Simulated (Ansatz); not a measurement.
# AlClH3 with multiplicity 2: two geometries relaxed

Are the two ends of the reaction (atom abstraction by a radical) separate minima, and which lies lower? Each is relaxed from a guess. Meant to form: H2–Cl5; to break: Al1–H2. The start is a guess near the saddle point, from which both ends are pulled out.

Method: UKS PBE-D4/def2-SVP, in Ansatz 0.2.0.

### Step 1. The system as given

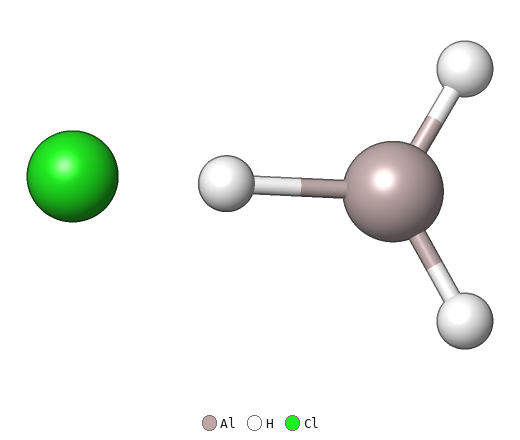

The starting structure, seen from a chosen angle (aluminium light grey, hydrogen white, chlorine green).

As a file:

```xyz
5

Al    0.0000    0.0000    0.0000
H     0.0000    0.0000    1.8100
H     1.3510    0.0000   -0.7800
H    -1.3510    0.0000   -0.7800
Cl    0.0000    0.0000    3.4800
```

### Step 2. Pulling towards end A

Springs on the bonds that form and break draw the guess towards this end; the thresholds are loose.

The input, input.yaml:

```yaml
crystal:
  periodic: [false, false, false]
  atoms:
    - { symbol: Al, position_ang: [0.0, 0.0, 0.0] }
    - { symbol: H, position_ang: [0.0, 0.0, 1.81] }
    - { symbol: H, position_ang: [1.351, 0.0, -0.78] }
    - { symbol: H, position_ang: [-1.351, 0.0, -0.78] }
    - { symbol: Cl, position_ang: [0.0, 0.0, 3.48] }
magnetization:
  spin_polarized: true
  initial_magnetization: 1
basis:
  gaussian: { orbitals: def2-SVP }
hamiltonian:
  xc: pbe
  dispersion: d4
relax:
  f_tol: 0.15
  max_steps: 25
  restrain:
    - { distance: [1, 4], at: 2.57, k: 30.0 }
    - { distance: [0, 1], at: 1.56, k: 30.0 }
```

Started as:

```sh
$ ansatz run input.yaml --threads 1 --pin off --max-ram 2048MiB --backend cpu --events-out ev --progress --plain --runs-dir out
```

Standard output (excerpt; [...] marks lines left out):

```text
Warning: RAYON_NUM_THREADS=1 ignored (pool sized by the plan → 1); use --threads N
[...]
Functional definition: PBE
[...]
562 factors; their error is unknown
[...]
mean field -19151.11017319 eV, -703.7903177761 hartree, gradient 3.6e-5 eV, S^2 0.751797; 6 other end points of the search recorded, 0 dependent functions left out
[...]
reference -19151.11020818 eV, -703.7903190620 hartree; 17, 16 occupied and 34, 35 virtual orbitals, 562 factors
relax step   1: F+E_penalty+E_count = -19151.16488002 eV  Δ(F+E_penalty+E_count) = +0.000e0 eV  max|allowed force component| = 9.429e-1 eV/Å  E_restraint = 13.08750000 eV  max|allowed force component, restraints' pulls added| = 3.383e1 eV/Å  Δτ_max = 0.0000 Å  (137 SCF iters, accepted)
[...]
relax step   4: F+E_penalty+E_count = -19150.59716403 eV  Δ(F+E_penalty+E_count) = +2.197e-2 eV  max|allowed force component| = 9.980e-1 eV/Å  E_restraint = 0.00661336 eV  max|allowed force component, restraints' pulls added| = 2.671e-1 eV/Å  Δτ_max = 0.1755 Å  (35 SCF iters, accepted)
[...]
relax step   5: F+E_penalty+E_count = -19150.60356194 eV  Δ(F+E_penalty+E_count) = -6.398e-3 eV  max|allowed force component| = 9.680e-1 eV/Å  E_restraint = 0.00774533 eV  max|allowed force component, restraints' pulls added| = 1.845e-2 eV/Å  Δτ_max = 0.0278 Å  (35 SCF iters, accepted)
  distance H 1 - Cl 4 = 2.5551 Å
  distance Al 0 - H 1 = 1.5771 Å
562 factors; their error is unknown
[...]
mean field -19150.55968179 eV, -703.7700875903 hartree, gradient 1.2e-5 eV, S^2 0.751330; 10 other end points of the search recorded, 0 dependent functions left out
[...]
reference -19150.55971780 eV, -703.7700889137 hartree; 17, 16 occupied and 34, 35 virtual orbitals, 562 factors
Total energy: -19150.60359795 eV, -703.7717014792 hartree
Atom 0 at     0.000000    -0.000000    -0.091957 Å, force     0.000000    -0.000000    -0.520528 eV/Å
Atom 1 at     0.000000    -0.000000     1.485172 Å, force    -0.000000     0.000000     0.968017 eV/Å
Atom 2 at     1.403835     0.000000    -0.851728 Å, force     0.018451     0.000000     0.002214 eV/Å
Atom 3 at    -1.403835     0.000000    -0.851728 Å, force    -0.018451     0.000000     0.002214 eV/Å
Atom 4 at    -0.000000     0.000000     4.040242 Å, force     0.000000    -0.000000    -0.451916 eV/Å
Dipole moment:     0.000000    -0.000000    -0.495100 e Å
```

It took 17 s on 1 thread of Intel Xeon Platinum 8375C at 2.90GHz (Ice Lake), shared host; peak memory 0.15 GiB.

The steps of the relaxation:

| step | energy from step 1 (eV) | largest force component (eV/Å) |
| --- | --- | --- |
| 1 | 0.0000 | 0.9429 |
| 2 | 0.2786 | 1.1144 |
| 3 | 0.5457 | 1.9449 |
| 4 | 0.5677 | 0.9980 |
| 5 | 0.5613 | 0.9680 |

Step 1 is the start. Energies and forces in the table leave out the springs, which the log lists apart; the run stops on the force with the springs' pull added.

After: Bond lengths: Al1–H2 1.577 Å, Al1–H3 1.596 Å, Al1–H4 1.596 Å. Angles: H2–Al1–H3 118.4°, H2–Al1–H4 118.4°, H3–Al1–H4 123.2°.

### Step 3. Relaxing end A

It starts where the restrained run ended.

The input, input.yaml:

```yaml
crystal:
  periodic: [false, false, false]
  atoms:
    - { symbol: Al, position_ang: [0.0, 0.0, -0.091957] }
    - { symbol: H, position_ang: [0.0, 0.0, 1.485172] }
    - { symbol: H, position_ang: [1.403835, 0.0, -0.851728] }
    - { symbol: H, position_ang: [-1.403835, 0.0, -0.851728] }
    - { symbol: Cl, position_ang: [0.0, 0.0, 4.040242] }
magnetization:
  spin_polarized: true
  initial_magnetization: 1
basis:
  gaussian: { orbitals: def2-SVP }
hamiltonian:
  xc: pbe
  dispersion: d4
relax:
  f_tol: 0.03
  max_steps: 50
```

Started as:

```sh
$ ansatz run input.yaml --threads 1 --pin off --max-ram 2048MiB --backend cpu --events-out ev --progress --plain --runs-dir out
```

Standard output (excerpt; [...] marks lines left out):

```text
Warning: RAYON_NUM_THREADS=1 ignored (pool sized by the plan → 1); use --threads N
[...]
[... 1 set-up line as earlier in the session ...]
[...]
562 factors; their error is unknown
[...]
mean field -19150.55968107 eV, -703.7700875638 hartree, gradient 3.7e-6 eV, S^2 0.751330; 9 other end points of the search recorded, 0 dependent functions left out
[...]
reference -19150.55971708 eV, -703.7700888871 hartree; 17, 16 occupied and 34, 35 virtual orbitals, 562 factors
relax step   1: F+E_penalty+E_count = -19150.60356121 eV  Δ(F+E_penalty+E_count) = +0.000e0 eV  max|allowed force component| = 9.680e-1 eV/Å  Δτ_max = 0.0000 Å  (194 SCF iters, accepted)
[...]
relax step   4: F+E_penalty+E_count = -19150.85531620 eV  Δ(F+E_penalty+E_count) = -1.819e-2 eV  max|allowed force component| = 1.004e0 eV/Å  Δτ_max = 0.1042 Å  (28 SCF iters, accepted)
[...]
relax step  12: F+E_penalty+E_count = -19151.39149827 eV  Δ(F+E_penalty+E_count) = -1.042e-4 eV  max|allowed force component| = 6.749e-4 eV/Å  Δτ_max = 0.0044 Å  (21 SCF iters, accepted)
562 factors; their error is unknown
mean field -19151.32835545 eV, -703.7983358262 hartree, gradient 5.4e-5 eV, S^2 0.751164; 1 other end points of the search recorded, 0 dependent functions left out
[...]
reference -19151.32839175 eV, -703.7983371602 hartree; 17, 16 occupied and 34, 35 virtual orbitals, 562 factors
Total energy: -19151.39153457 eV, -703.8006576160 hartree
Atom 0 at     0.000000    -0.000000    -0.098929 Å, force     0.000000    -0.000000    -0.000195 eV/Å
Atom 1 at     0.000000    -0.000000     2.110238 Å, force     0.000000     0.000000    -0.000515 eV/Å
Atom 2 at     1.410370     0.000000    -0.876807 Å, force    -0.000675     0.000000     0.000173 eV/Å
Atom 3 at    -1.410370     0.000000    -0.876807 Å, force     0.000675     0.000000     0.000173 eV/Å
Atom 4 at    -0.000000     0.000000     3.472306 Å, force    -0.000000    -0.000000     0.000364 eV/Å
Dipole moment:     0.000000     0.000000    -0.429886 e Å
```

It took 25 s on 1 thread of Intel Xeon Platinum 8375C at 2.90GHz (Ice Lake), shared host; peak memory 0.14 GiB.

Relaxation path:

| step | energy from step 1 (eV) | largest force component (eV/Å) |
| --- | --- | --- |
| 1 | 0.0000 | 0.9680 |
| 2 | -0.0994 | 0.7309 |
| 3 | -0.2336 | 0.8240 |
| 4 | -0.2518 | 1.0036 |
| 5 | -0.5088 | 0.7928 |
| 6 | -0.6857 | 0.5071 |
| 7 | -0.7483 | 0.3643 |
| 8 | -0.7837 | 0.1193 |
| 9 | -0.7867 | 0.0286 |
| 10 | -0.7877 | 0.0694 |
| 11 | -0.7878 | 0.0609 |
| 12 | -0.7879 | 0.0007 |

Step 1 is the start.

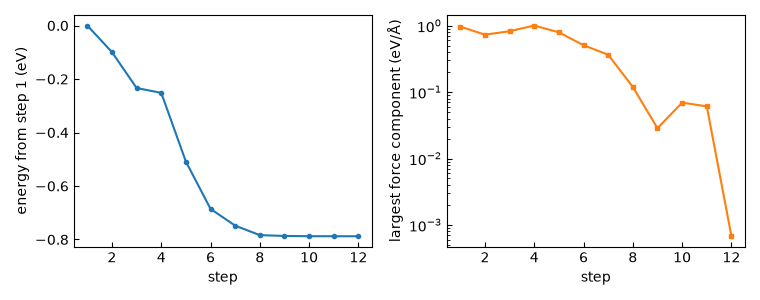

How energy and force went from step to step.

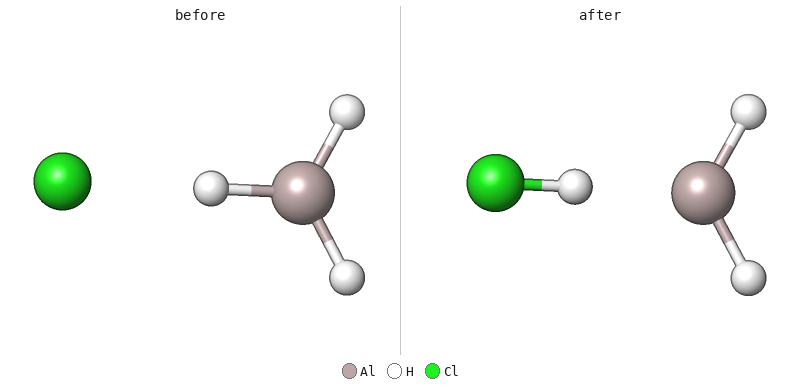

The structure before (left) and after (right), drawn at the same scale.

After: Bond lengths: Al1–H3 1.611 Å, Al1–H4 1.611 Å, H2–Cl5 1.362 Å. Angles: H3–Al1–H4 122.2°.

Pairs that crossed the distance rule for bonds on the way: came closer H2–Cl5; moved apart Al1–H2.

### Step 4. A restrained relaxation towards end B

Springs on the bonds that form and break draw the guess towards this end; the thresholds are loose.

The input, input.yaml:

```yaml
crystal:
  periodic: [false, false, false]
  atoms:
    - { symbol: Al, position_ang: [0.0, 0.0, 0.0] }
    - { symbol: H, position_ang: [0.0, 0.0, 1.81] }
    - { symbol: H, position_ang: [1.351, 0.0, -0.78] }
    - { symbol: H, position_ang: [-1.351, 0.0, -0.78] }
    - { symbol: Cl, position_ang: [0.0, 0.0, 3.48] }
magnetization:
  spin_polarized: true
  initial_magnetization: 1
basis:
  gaussian: { orbitals: def2-SVP }
hamiltonian:
  xc: pbe
  dispersion: d4
relax:
  f_tol: 0.15
  max_steps: 25
  restrain:
    - { distance: [1, 4], at: 1.37, k: 30.0 }
    - { distance: [0, 1], at: 2.76, k: 30.0 }
```

Started as:

```sh
$ ansatz run input.yaml --threads 1 --pin off --max-ram 2048MiB --backend cpu --events-out ev --progress --plain --runs-dir out
```

Standard output (excerpt; [...] marks lines left out):

```text
Warning: RAYON_NUM_THREADS=1 ignored (pool sized by the plan → 1); use --threads N
[...]
[... 1 set-up line as earlier in the session ...]
[...]
562 factors; their error is unknown
[...]
mean field -19151.11017319 eV, -703.7903177761 hartree, gradient 3.6e-5 eV, S^2 0.751797; 6 other end points of the search recorded, 0 dependent functions left out
[...]
reference -19151.11020818 eV, -703.7903190620 hartree; 17, 16 occupied and 34, 35 virtual orbitals, 562 factors
relax step   1: F+E_penalty+E_count = -19151.16488002 eV  Δ(F+E_penalty+E_count) = +0.000e0 eV  max|allowed force component| = 9.429e-1 eV/Å  E_restraint = 14.88750000 eV  max|allowed force component, restraints' pulls added| = 3.817e1 eV/Å  Δτ_max = 0.0000 Å  (137 SCF iters, accepted)
[...]
  distance H 1 - Cl 4 = 1.3479 Å
  distance Al 0 - H 1 = 2.7549 Å
562 factors; their error is unknown
[...]
mean field -19151.28519303 eV, -703.7967496364 hartree, gradient 8.8e-6 eV, S^2 0.750874; 1 other end points of the search recorded, 0 dependent functions left out
[...]
reference -19151.28523154 eV, -703.7967510519 hartree; 17, 16 occupied and 34, 35 virtual orbitals, 562 factors
Total energy: -19151.33869290 eV, -703.7987157205 hartree
Atom 0 at     0.000000    -0.000000    -0.306552 Å, force    -0.000000     0.000000     0.059896 eV/Å
Atom 1 at     0.000000     0.000000     2.448304 Å, force     0.000000    -0.000000     0.624560 eV/Å
Atom 2 at     1.406888     0.000000    -1.103982 Å, force    -0.038358    -0.000000     0.036832 eV/Å
Atom 3 at    -1.406888     0.000000    -1.103982 Å, force     0.038358    -0.000000     0.036832 eV/Å
Atom 4 at    -0.000000    -0.000000     3.796212 Å, force     0.000000    -0.000000    -0.758120 eV/Å
Dipole moment:    -0.000000     0.000000    -0.405382 e Å
```

Wall time 15 s (1 thread of Intel Xeon Platinum 8375C at 2.90GHz (Ice Lake), shared host); peak memory 0.14 GiB.

The steps of the relaxation:

| step | energy from step 1 (eV) | largest force component (eV/Å) |
| --- | --- | --- |
| 1 | 0.0000 | 0.9429 |
| 2 | -0.0115 | 1.7907 |
| 3 | 0.0952 | 2.0114 |
| 4 | -0.0885 | 1.1474 |
| 5 | -0.1738 | 0.7581 |

Step 1 is the start. Energies and forces in the table leave out the springs, which the log lists apart; the run stops on the force with the springs' pull added.

After: Bond lengths: Al1–H3 1.617 Å, Al1–H4 1.617 Å, H2–Cl5 1.348 Å. Angles: H3–Al1–H4 120.9°.

Pairs that crossed the distance rule for bonds on the way: came closer H2–Cl5; moved apart Al1–H2.

### Step 5. End point B

It starts where the restrained run ended.

The input, input.yaml:

```yaml
crystal:
  periodic: [false, false, false]
  atoms:
    - { symbol: Al, position_ang: [0.0, 0.0, -0.306552] }
    - { symbol: H, position_ang: [0.0, 0.0, 2.448304] }
    - { symbol: H, position_ang: [1.406888, 0.0, -1.103982] }
    - { symbol: H, position_ang: [-1.406888, 0.0, -1.103982] }
    - { symbol: Cl, position_ang: [0.0, 0.0, 3.796212] }
magnetization:
  spin_polarized: true
  initial_magnetization: 1
basis:
  gaussian: { orbitals: def2-SVP }
hamiltonian:
  xc: pbe
  dispersion: d4
relax:
  f_tol: 0.03
  max_steps: 50
```

Started as:

```sh
$ ansatz run input.yaml --threads 1 --pin off --max-ram 2048MiB --backend cpu --events-out ev --progress --plain --runs-dir out
```

Standard output (excerpt; [...] marks lines left out):

```text
Warning: RAYON_NUM_THREADS=1 ignored (pool sized by the plan → 1); use --threads N
[...]
[... 1 set-up line as earlier in the session ...]
[...]
562 factors; their error is unknown
[...]
mean field -19151.28519242 eV, -703.7967496139 hartree, gradient 1.0e-5 eV, S^2 0.750874; 0 other end points of the search recorded, 0 dependent functions left out
[...]
reference -19151.28523093 eV, -703.7967510294 hartree; 17, 16 occupied and 34, 35 virtual orbitals, 562 factors
relax step   1: F+E_penalty+E_count = -19151.33865378 eV  Δ(F+E_penalty+E_count) = +0.000e0 eV  max|allowed force component| = 7.581e-1 eV/Å  Δτ_max = 0.0000 Å  (29 SCF iters, accepted)
[...]
relax step   6: F+E_penalty+E_count = -19151.39072878 eV  Δ(F+E_penalty+E_count) = -5.560e-4 eV  max|allowed force component| = 8.457e-2 eV/Å  Δτ_max = 0.0136 Å  (28 SCF iters, accepted)
[...]
relax step   7: F+E_penalty+E_count = -19151.39149723 eV  Δ(F+E_penalty+E_count) = -7.685e-4 eV  max|allowed force component| = 2.251e-3 eV/Å  Δτ_max = 0.0096 Å  (24 SCF iters, accepted)
562 factors; their error is unknown
mean field -19151.32835833 eV, -703.7983359319 hartree, gradient 1.8e-5 eV, S^2 0.751164; 1 other end points of the search recorded, 0 dependent functions left out
[...]
reference -19151.32839463 eV, -703.7983372660 hartree; 17, 16 occupied and 34, 35 virtual orbitals, 562 factors
Total energy: -19151.39153353 eV, -703.8006575777 hartree
Atom 0 at     0.000000     0.000000    -0.098711 Å, force     0.000000    -0.000000    -0.002251 eV/Å
Atom 1 at    -0.000000     0.000000     2.110664 Å, force     0.000000    -0.000000    -0.000421 eV/Å
Atom 2 at     1.409933    -0.000000    -0.877316 Å, force     0.000629     0.000000     0.001220 eV/Å
Atom 3 at    -1.409933    -0.000000    -0.877316 Å, force    -0.000629     0.000000     0.001220 eV/Å
Atom 4 at    -0.000000    -0.000000     3.472678 Å, force    -0.000000     0.000000     0.000231 eV/Å
Dipole moment:    -0.000000     0.000000    -0.429261 e Å
```

It took 9.8 s on 1 thread of Intel Xeon Platinum 8375C at 2.90GHz (Ice Lake), shared host; peak memory 0.14 GiB.

Step by step:

| step | energy from step 1 (eV) | largest force component (eV/Å) |
| --- | --- | --- |
| 1 | 0.0000 | 0.7581 |
| 2 | -0.0399 | 0.1160 |
| 3x | -0.0390 | 0.7491 |
| 4 | -0.0490 | 0.2151 |
| 5 | -0.0515 | 0.2208 |
| 6 | -0.0521 | 0.0846 |
| 7 | -0.0528 | 0.0023 |

Step 1 is the start. 1 step was tried and not accepted (marked x).

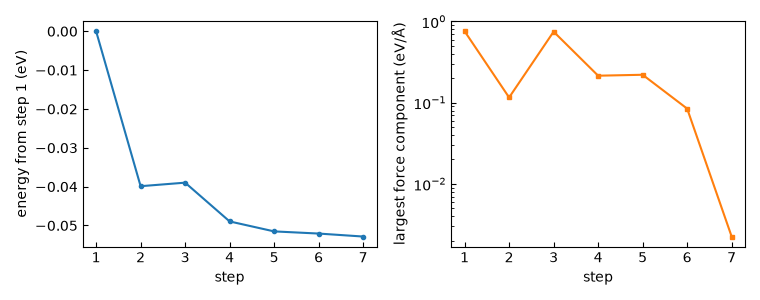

How energy and force went from step to step.

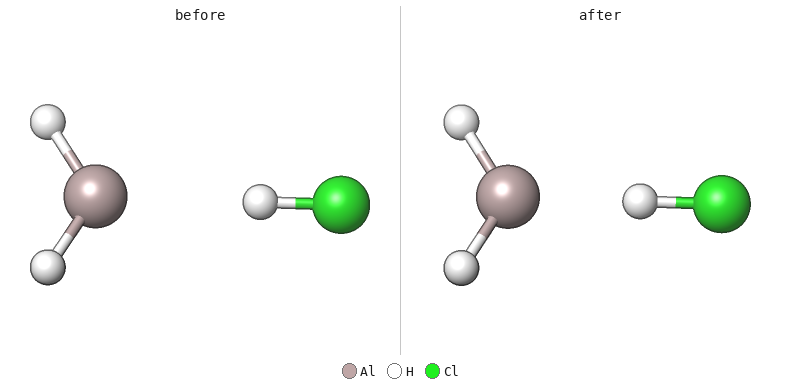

Before and after, at one scale.

After: Bond lengths: Al1–H3 1.611 Å, Al1–H4 1.611 Å, H2–Cl5 1.362 Å. Angles: H3–Al1–H4 122.2°.

### Step 6. Results

| quantity | value |
| --- | --- |
| end A | 11 moves, 0.788 eV lower |
| end B | 5 moves, 0.053 eV lower |
| largest difference between the ends | 0.00 Å |
| end B relative to end A | +0.000 eV |

The two relaxations end at one structure, within 0.00 Å: no second minimum was found from this start, which doesn't rule one out.
